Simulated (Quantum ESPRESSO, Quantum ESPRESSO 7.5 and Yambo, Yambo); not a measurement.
# A GW chain in Yambo: SnTe (Fm-3m)

Aim: the G0W0 gap of SnTe (Fm-3m) on PBE, step by step.

Calculated with Quantum ESPRESSO 7.5 and Yambo 5.3.0; PBE and many-body steps on it, plane waves.

The database entry behind the starting cell differs from later determinations by our own check (about 0.3 % short), so it need not match the best structure at ambient conditions.

## Step 1: Set-up

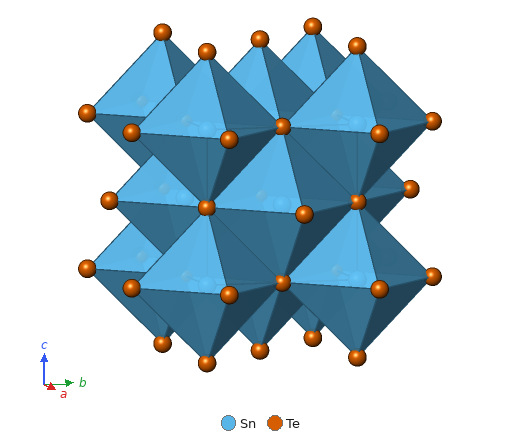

The cell as given, slightly off an axis (tin blue, tellurium orange). This picture shows the conventional cell, with its axes. Some periodic images of atoms are drawn too.

The cell and positions come from the Crystallography Open Database and are kept as given unless a step says otherwise. Spin-orbit coupling is left out unless a step names it.

## Step 2: Ground state

This step: Quantum ESPRESSO 7.5; DFT, PBE, plane waves, norm-conserving pseudopotentials.

The ground-state density comes first.

Input file pw.in:

```
&control
  calculation = 'scf'
  prefix = 'x'
  outdir = 'o'
  pseudo_dir = 'pseudo'
/
&system
  ibrav = 0
  nat = 2
  ntyp = 2
  ecutwfc = 88.0
  nbnd = 28
  force_symmorphic = .true.
/
&electrons
  conv_thr = 1e-10
  electron_maxstep = 80
  mixing_beta = 0.5
/
ATOMIC_SPECIES
  Sn 118.71 Sn.upf
  Te 127.6 Te.upf
CELL_PARAMETERS angstrom
  -0.0000000000 3.1508500000 3.1508500000
  3.1508500000 -0.0000000000 3.1508500000
  3.1508500000 3.1508500000 -0.0000000000
ATOMIC_POSITIONS crystal
  Sn 0.0000000000 0.0000000000 0.0000000000
  Te 0.5000000000 0.5000000000 0.5000000000
K_POINTS automatic
  6 6 6 0 0 0
```

Started as:

```sh
OMP_NUM_THREADS=1 mpirun -n 4 pw.x -nk 4 -in pw.in > pw.out
```

Log:

```text
Program PWSCF v.7.5 starts

     This program is part of the open-source Quantum ESPRESSO suite
     for quantum simulation of materials; please cite
         "P. Giannozzi et al., J. Phys.:Condens. Matter 21 395502 (2009);
         "P. Giannozzi et al., J. Phys.:Condens. Matter 29 465901 (2017);
         "P. Giannozzi et al., J. Chem. Phys. 152 154105 (2020);
     in publications or presentations arising from this work. More details at
     Message from routine setup:
     using ibrav=0 with symmetry is DISCOURAGED, use correct ibrav instead

     G-vector sticks info

     bravais-lattice index     =            0
     lattice parameter (alat)  =       8.4206  a.u.
     unit-cell volume          =     422.1918 (a.u.)^3
     number of atoms/cell      =            2
     number of atomic types    =            2
     number of electrons       =        46.00
     number of Kohn-Sham states=           28
     kinetic-energy cutoff     =      88.0000  Ry
     charge density cutoff     =     352.0000  Ry
     scf convergence threshold =      1.0E-10
     mixing beta               =       0.5000
     number of iterations used =            8  plain     mixing
     Exchange-correlation= PBE
                           (   1   4   3   4   0   0   0)

     celldm(1)=   8.420572  celldm(2)=   0.000000  celldm(3)=   0.000000
     celldm(4)=   0.000000  celldm(5)=   0.000000  celldm(6)=   0.000000

     crystal axes: (cart. coord. in units of alat)
               a(1) = (  -0.000000   0.707107   0.707107 )
               a(2) = (   0.707107  -0.000000   0.707107 )
               a(3) = (   0.707107   0.707107  -0.000000 )

     reciprocal axes: (cart. coord. in units 2 pi/alat)
               b(1) = ( -0.707107  0.707107  0.707107 )
               b(2) = (  0.707107 -0.707107  0.707107 )
               b(3) = (  0.707107  0.707107 -0.707107 )
     Pseudo is Norm-conserving + core correction, Zval = 22.0
     Generated using ONCVPSP code by D. R. Hamann
     Using radial grid of 1628 points,  6 beta functions with:
     Pseudo is Norm-conserving + core correction, Zval = 24.0
     Generated using ONCVPSP code by D. R. Hamann
     Using radial grid of 1294 points,  8 beta functions with:
     Sn               22.00   118.71000     Sn( 1.00)
     Te               24.00   127.60000     Te( 1.00)

     48 Sym. Ops., with inversion, found

   Cartesian axes

     site n.     atom                  positions (alat units)
         1        Sn     tau(   1) = (   0.0000000   0.0000000   0.0000000  )
         2        Te     tau(   2) = (   0.7071068   0.7071068   0.7071068  )

     number of k points=    16
                       cart. coord. in units 2pi/alat
        k(    1) = (   0.0000000   0.0000000   0.0000000), wk =   0.0092593
        k(    2) = (   0.1178511   0.1178511  -0.1178511), wk =   0.0740741
        k(    3) = (   0.2357023   0.2357023  -0.2357023), wk =   0.0740741
        k(    4) = (  -0.3535534  -0.3535534   0.3535534), wk =   0.0370370
        k(    5) = (   0.2357023   0.0000000  -0.0000000), wk =   0.0555556
        k(    6) = (   0.3535534   0.1178511  -0.1178511), wk =   0.2222222
        k(    7) = (  -0.2357023  -0.4714045   0.4714045), wk =   0.2222222
        k(    8) = (  -0.1178511  -0.3535534   0.3535534), wk =   0.2222222
        k(    9) = (   0.0000000  -0.2357023   0.2357023), wk =   0.1111111
        k(   10) = (   0.4714045   0.0000000  -0.0000000), wk =   0.0555556
     [... 4 further rows ...]
        k(   15) = (  -0.1178511  -0.3535534   0.5892557), wk =   0.2222222
        k(   16) = (  -0.7071068   0.2357023   0.0000000), wk =   0.1111111

     Dense  grid:    47183 G-vectors     FFT dimensions: (  54,  54,  54)

     Initial potential from superposition of free atoms

     starting charge      45.9983, renormalised to      46.0000
     Starting wfcs are   26 randomized atomic wfcs +    2 random wfcs

     per-process dynamical memory:    42.9 Mb

     Self-consistent Calculation

     iteration #  1     ecut=    88.00 Ry     beta= 0.50

     Threshold (ethr) on eigenvalues was too large:
     Diagonalizing with lowered threshold

     total energy              =   -1004.17162930 Ry
     estimated scf accuracy    <       0.01657360 Ry

     iteration #  2     ecut=    88.00 Ry     beta= 0.50

     total energy              =   -1004.17503977 Ry
     estimated scf accuracy    <       0.00163190 Ry

     iteration #  3     ecut=    88.00 Ry     beta= 0.50

     total energy              =   -1004.17532841 Ry
     estimated scf accuracy    <       0.00031498 Ry

     iteration #  4     ecut=    88.00 Ry     beta= 0.50

     total energy              =   -1004.17534826 Ry
     estimated scf accuracy    <       0.00001189 Ry

     iteration #  5     ecut=    88.00 Ry     beta= 0.50

     total energy              =   -1004.17535009 Ry
     estimated scf accuracy    <       0.00000042 Ry

     iteration #  6     ecut=    88.00 Ry     beta= 0.50

     total energy              =   -1004.17535021 Ry
     estimated scf accuracy    <       0.00000002 Ry

     iteration #  7     ecut=    88.00 Ry     beta= 0.50

     total energy              =   -1004.17535021 Ry
     estimated scf accuracy    <          4.2E-09 Ry

     iteration #  8     ecut=    88.00 Ry     beta= 0.50

     total energy              =   -1004.17535022 Ry
     estimated scf accuracy    <          3.1E-10 Ry

     iteration #  9     ecut=    88.00 Ry     beta= 0.50

     End of self-consistent calculation

          k = 0.0000 0.0000 0.0000 (  5961 PWs)   bands (ev):

  -148.3226-118.5147 -98.3463 -98.3463 -98.3463 -74.2890 -74.2890 -74.2890
   -25.6108 -25.6108 -25.6075 -25.6075 -25.6075 -10.4585 -10.4585 -10.4542
   -10.4542 -10.4542  -1.3370   6.7833   9.3285   9.3285   9.3285  14.8236
    14.8236  14.8236  16.2477  16.2478

          k = 0.1179 0.1179-0.1179 (  5907 PWs)   bands (ev):

  -148.3226-118.5147 -98.3463 -98.3463 -98.3463 -74.2890 -74.2890 -74.2890
   -25.6102 -25.6102 -25.6069 -25.6067 -25.6067 -10.4597 -10.4597 -10.4537
   -10.4524 -10.4524  -1.1058   5.6641   9.3709   9.3709  10.0751  13.7744
    13.7744  13.8235  16.2424  16.8120

          k = 0.2357 0.2357-0.2357 (  5888 PWs)   bands (ev):

  -148.3226-118.5147 -98.3463 -98.3463 -98.3463 -74.2890 -74.2890 -74.2890
   -25.6101 -25.6101 -25.6063 -25.6061 -25.6061 -10.4628 -10.4628 -10.4528
   -10.4488 -10.4488  -0.5045   3.9874   9.5245   9.5245  10.8699  12.4251
    12.4251  12.4830  17.3580  18.3543

          k =-0.3536-0.3536 0.3536 (  5900 PWs)   bands (ev):

     [... further k-points ...]

     highest occupied, lowest unoccupied level (ev):    11.4833   11.5768

!    total energy              =   -1004.17535022 Ry
     estimated scf accuracy    <          2.2E-12 Ry

     The total energy is the sum of the following terms:
     one-electron contribution =    -717.05193140 Ry
     hartree contribution      =     343.94690988 Ry
     xc contribution           =    -126.32848664 Ry
     ewald contribution        =    -504.74184207 Ry

     convergence has been achieved in   9 iterations

     XML data file, charge density, pseudopotentials, collected wavefunctions

=------------------------------------------------------------------------------=
   JOB DONE.
=------------------------------------------------------------------------------=
```

Elapsed: 17 s, on 4 MPI ranks of Arm Neoverse V1, shared host; peak memory 0.36 GiB; 66 s of CPU time.

This step gave:

```
total energy               : -13662.5017 eV
gap                        : 0.09347 eV
k of the valence top       : 0, 0, -0.5
k of the conduction bottom : 0, 0, -0.5
least direct gap           : 0.09347 eV
```

The gap is direct, at (0.000, 0.000, -0.500).

## Step 3: Bands along the symmetry lines

Levels along a band path, at the cheap level, show where the edges lie and whether the meshes to come will hold them.

Input file pw.in:

```
&control
  calculation = 'bands'
  prefix = 'x'
  outdir = 'o'
  pseudo_dir = 'pseudo'
/
&system
  ibrav = 0
  nat = 2
  ntyp = 2
  ecutwfc = 88.0
  nbnd = 29
  force_symmorphic = .true.
/
&electrons
  conv_thr = 1e-9
  electron_maxstep = 80
  diago_full_acc = .true.
  diago_thr_init = 5e-6
/
ATOMIC_SPECIES
  Sn 118.71 Sn.upf
  Te 127.6 Te.upf
CELL_PARAMETERS angstrom
  -0.0000000000 3.1508500000 3.1508500000
  3.1508500000 -0.0000000000 3.1508500000
  3.1508500000 3.1508500000 -0.0000000000
ATOMIC_POSITIONS crystal
  Sn 0.0000000000 0.0000000000 0.0000000000
  Te 0.5000000000 0.5000000000 0.5000000000
K_POINTS crystal
  50
  0.00000000 0.00000000 0.00000000 1
  0.06250000 0.00000000 0.06250000 1
  0.12500000 0.00000000 0.12500000 1
  0.18750000 0.00000000 0.18750000 1
  0.25000000 0.00000000 0.25000000 1
  0.31250000 0.00000000 0.31250000 1
  0.37500000 0.00000000 0.37500000 1
  0.43750000 0.00000000 0.43750000 1
  0.50000000 0.00000000 0.50000000 1
  0.51562500 0.03125000 0.51562500 1
  0.53125000 0.06250000 0.53125000 1
  0.54687500 0.09375000 0.54687500 1
  0.56250000 0.12500000 0.56250000 1
  0.57812500 0.15625000 0.57812500 1
  0.59375000 0.18750000 0.59375000 1
  0.60937500 0.21875000 0.60937500 1
  0.62500000 0.25000000 0.62500000 1
  0.37500000 0.37500000 0.75000000 1
  0.32812500 0.32812500 0.65625000 1
  0.28125000 0.28125000 0.56250000 1
  0.23437500 0.23437500 0.46875000 1
  0.18750000 0.18750000 0.37500000 1
  0.14062500 0.14062500 0.28125000 1
  0.09375000 0.09375000 0.18750000 1
  0.04687500 0.04687500 0.09375000 1
  0.00000000 0.00000000 0.00000000 1
  0.06250000 0.06250000 0.06250000 1
  0.12500000 0.12500000 0.12500000 1
  0.18750000 0.18750000 0.18750000 1
  0.25000000 0.25000000 0.25000000 1
  0.31250000 0.31250000 0.31250000 1
  0.37500000 0.37500000 0.37500000 1
  0.43750000 0.43750000 0.43750000 1
  0.50000000 0.50000000 0.50000000 1
  0.50000000 0.46875000 0.53125000 1
  0.50000000 0.43750000 0.56250000 1
  0.50000000 0.40625000 0.59375000 1
  0.50000000 0.37500000 0.62500000 1
  0.50000000 0.34375000 0.65625000 1
  0.50000000 0.31250000 0.68750000 1
  0.50000000 0.28125000 0.71875000 1
  0.50000000 0.25000000 0.75000000 1
  0.50000000 0.21875000 0.71875000 1
  0.50000000 0.18750000 0.68750000 1
  0.50000000 0.15625000 0.65625000 1
  0.50000000 0.12500000 0.62500000 1
  0.50000000 0.09375000 0.59375000 1
  0.50000000 0.06250000 0.56250000 1
  0.50000000 0.03125000 0.53125000 1
  0.50000000 0.00000000 0.50000000 1
```

Log:

```text
[banner, memory and clock lines left out]
Program PWSCF v.7.5 starts

     Atomic positions and unit cell read from directory:
     o/x.save/

     Message from routine setup:
     using ibrav=0 with symmetry is DISCOURAGED, use correct ibrav instead

     G-vector sticks info

     bravais-lattice index     =            0
     lattice parameter (alat)  =       8.4206  a.u.
     unit-cell volume          =     422.1918 (a.u.)^3
     number of atoms/cell      =            2
     number of atomic types    =            2
     number of electrons       =        46.00
     number of Kohn-Sham states=           29
     kinetic-energy cutoff     =      88.0000  Ry
     charge density cutoff     =     352.0000  Ry
     Exchange-correlation= PBE
                           (   1   4   3   4   0   0   0)

     celldm(1)=   8.420572  celldm(2)=   0.000000  celldm(3)=   0.000000
     celldm(4)=   0.000000  celldm(5)=   0.000000  celldm(6)=   0.000000

     crystal axes: (cart. coord. in units of alat)
               a(1) = (  -0.000000   0.707107   0.707107 )
               a(2) = (   0.707107  -0.000000   0.707107 )
               a(3) = (   0.707107   0.707107  -0.000000 )

     reciprocal axes: (cart. coord. in units 2 pi/alat)
               b(1) = ( -0.707107  0.707107  0.707107 )
               b(2) = (  0.707107 -0.707107  0.707107 )
               b(3) = (  0.707107  0.707107 -0.707107 )
     Pseudo is Norm-conserving + core correction, Zval = 22.0
     Generated using ONCVPSP code by D. R. Hamann
     Using radial grid of 1628 points,  6 beta functions with:
     Pseudo is Norm-conserving + core correction, Zval = 24.0
     Generated using ONCVPSP code by D. R. Hamann
     Using radial grid of 1294 points,  8 beta functions with:
     Sn               22.00   118.71000     Sn( 1.00)
     Te               24.00   127.60000     Te( 1.00)

     48 Sym. Ops., with inversion, found

   Cartesian axes

     site n.     atom                  positions (alat units)
         1        Sn     tau(   1) = (   0.0000000   0.0000000   0.0000000  )
         2        Te     tau(   2) = (   0.7071068   0.7071068   0.7071068  )

     number of k points=    50
                       cart. coord. in units 2pi/alat
        k(    1) = (   0.0000000   0.0000000   0.0000000), wk =   0.0400000
        k(    2) = (   0.0000000   0.0883883   0.0000000), wk =   0.0400000
        k(    3) = (   0.0000000   0.1767767   0.0000000), wk =   0.0400000
[...]
[... 38 further rows ...]
        k(   49) = (   0.0441942   0.7071068   0.0000000), wk =   0.0400000
        k(   50) = (   0.0000000   0.7071068   0.0000000), wk =   0.0400000

     Dense  grid:    47183 G-vectors     FFT dimensions: (  54,  54,  54)

     The potential is recalculated from file :
     o/x.save/charge-density

     Starting wfcs are   26 randomized atomic wfcs +    3 random wfcs

     Band Structure Calculation

     End of band structure calculation

          k = 0.0000 0.0000 0.0000 (  5961 PWs)   bands (ev):

  -148.3226-118.5147 -98.3463 -98.3463 -98.3463 -74.2890 -74.2890 -74.2890
   -25.6109 -25.6109 -25.6075 -25.6075 -25.6075 -10.4585 -10.4585 -10.4542
   -10.4542 -10.4542  -1.3370   6.7833   9.3285   9.3285   9.3285  14.8236
    14.8236  14.8236  16.2478  16.2478  16.2478

          k = 0.0000 0.0884 0.0000 (  5909 PWs)   bands (ev):

  -148.3226-118.5147 -98.3463 -98.3463 -98.3463 -74.2890 -74.2890 -74.2890
   -25.6104 -25.6104 -25.6071 -25.6069 -25.6069 -10.4590 -10.4581 -10.4542
[...]
14.8297  14.8297  15.9761  16.4842  16.4842

          k = 0.0000 0.1768 0.0000 (  5910 PWs)   bands (ev):

  -148.3226-118.5147 -98.3463 -98.3463 -98.3463 -74.2890 -74.2890 -74.2890
[...]
14.8978  14.8978  15.4537  17.1128  17.1128

          k =-0.0000 0.2652 0.0000 (  5906 PWs)   bands (ev):

[...]
k = 0.0000 0.4419-0.0000 (  5882 PWs)   bands (ev):

[...]
k =-0.0000 0.5303 0.0000 (  5874 PWs)   bands (ev):

[...]
k = 0.0000 0.6187-0.0000 (  5882 PWs)   bands (ev):

[...]
k = 0.4640 0.4640-0.0000 (  5890 PWs)   bands (ev):

[...]
k = 0.3315 0.3315-0.0000 (  5883 PWs)   bands (ev):

[...]
k = 0.3094 0.7071-0.0000 (  5872 PWs)   bands (ev):

[...]
k = 0.2210 0.7071-0.0000 (  5880 PWs)   bands (ev):

[...]
k = 0.1768 0.7071-0.0000 (  5884 PWs)   bands (ev):

[...]
k = 0.0442 0.7071 0.0000 (  5882 PWs)   bands (ev):

  -148.3226-118.5147 -98.3463 -98.3463 -98.3463 -74.2890 -74.2890 -74.2890
[...]
16.2265  16.4131  17.8276  20.7343  21.7043

          k = 0.0000 0.7071 0.0000 (  5874 PWs)   bands (ev):

  -148.3226-118.5147 -98.3463 -98.3463 -98.3463 -74.2890 -74.2890 -74.2890
   -25.6108 -25.6094 -25.6072 -25.6050 -25.6050 -10.4765 -10.4577 -10.4535
   -10.4431 -10.4431   0.2425   4.9995   5.8951   7.7289   7.7289  13.6539
    16.3970  16.3970  17.8573  20.6210  22.0565

     XML data file, pseudopotentials, collected wavefunctions
```

Run time: 11 s. Hardware: 4 MPI ranks; peak memory 0.29 GiB.

Numbers from this step:

```
gap                        : 0.09347 eV
k of the valence top       : 0.5, 0.5, 0.5
k of the conduction bottom : 0.5, 0.5, 0.5
least direct gap           : 0.09347 eV
```

The gap is 0.093 eV, as in the run before at this level.

The electronic bands at the labelled points (eV, zero at the top of the highest filled band):

| point | band 20 | band 21 | band 22 | band 23 | band 24 | band 25 | band 26 | band 27 |
| --- | --- | --- | --- | --- | --- | --- | --- | --- |
| Γ | -4.70 | -2.15 | -2.15 | -2.15 | 3.34 | 3.34 | 3.34 | 4.76 |
| X | -6.48 | -5.59 | -3.75 | -3.75 | 2.17 | 4.91 | 4.91 | 6.37 |
| U | -7.44 | -5.19 | -3.26 | -2.73 | 3.01 | 3.08 | 4.19 | 5.55 |
| jump to K | -7.44 | -5.19 | -3.26 | -2.73 | 3.01 | 3.08 | 4.19 | 5.55 |
| Γ | -4.70 | -2.15 | -2.15 | -2.15 | 3.34 | 3.34 | 3.34 | 4.76 |
| L | -8.35 | -1.82 | -1.82 | 0.00 | 0.09 | 0.36 | 0.36 | 7.76 |
| W | -7.38 | -4.84 | -4.84 | -0.84 | 0.84 | 4.62 | 4.62 | 6.06 |
| X | -6.48 | -5.59 | -3.75 | -3.75 | 2.17 | 4.91 | 4.91 | 6.37 |

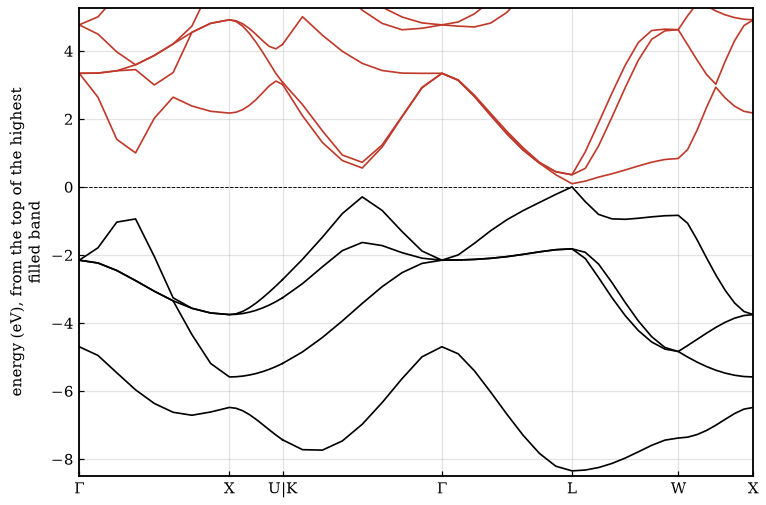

Electronic bands along the path; lines of filled and empty bands in two colours.

(Part 1 of 3 ends here.)

[Paths, hosts, dates, memory and timing lines, banners, echoed tables and standing remarks are left out of the program output.]

[Logs are printed without paths, hosts, clocks, repeated set-up lines and the standing remarks that a program may print on its own settings, such as how far it seeks lower states.]

[Runs of the session that timed out or met a known fault of the program may be left out.]

[Hosts, paths, dates, database ids (printed as entryN), source tags and the programs' standing remarks are cut or masked in the printed files.]
